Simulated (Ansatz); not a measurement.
System: AlBSbNH₄, SMILES [BH]1[NH][SbH][AlH]1, singlet.

Kohn-Sham orbital energies near the frontier, HSE06/def2-TZVPP with the Ansatz code 0.2.0, at a PBE0-D4/def2-TZVP geometry (a minimum by its frequencies), isolated molecule; empty levels in grey, levels within 0.03 eV side by side.

> Where do the frontier orbitals lie?

HOMO at −5.63 eV, LUMO at −2.45 eV, 3.19 eV apart.

> How far below the HOMO does the next level lie?

1.39 eV.

> List the levels.

| orbital | energy (eV) |
| --- | --- |
| LUMO+2 | −0.45 |
| LUMO+1 | −1.50 |
| LUMO | −2.45 |
| HOMO | −5.63 |
| HOMO−1 | −7.02 |
| HOMO−2 | −7.27 |
| HOMO−3 | −8.76 |
| HOMO−4 | −9.41 |
| HOMO−5 | −10.28 |
| HOMO−6 | −11.24 |

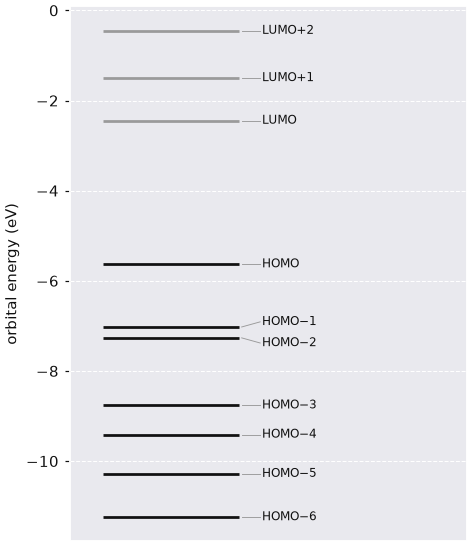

Note: core potentials past krypton; spin-orbit coupling is left out, and with Sb it can shift these levels and split any degenerate set.
